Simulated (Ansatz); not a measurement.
These are PBE with D3(BJ) dispersion (plane waves to 420 eV, PAW; Ansatz, a first-principles code) values and carry that method's errors.

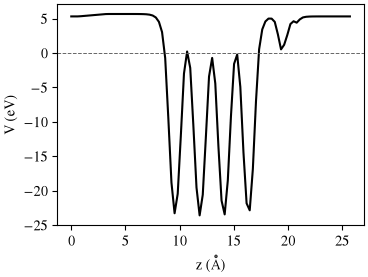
Planar average of the electrostatic potential across the slab, in eV from the Fermi level, for CH4 on the 1x1 (111) surface of fcc Pt, one in a 2x2 cell, started at the site 'hollow Pt-Pt-Pt over Pt at depth 2.3 Å'

Slab: 21 atoms, 6.9 Å thick at the start under the adsorbate (thin: gaps and levels are the slab's own); k 6x6x1, smearing 0.1 eV, dipole-corrected; 8 atoms held, the rest relaxed; held to the start's symmetry, so lower structures may exist; no spin, no spin-orbit, no U. At the end no host atom lies within bonding distance. In D3-corrected PBE it is, or lies within 0.03 eV of, the lowest of the starts that converged.

The vacuum level lies 5.32 eV above the Fermi level over the top face and 5.67 eV above it under the bottom face.
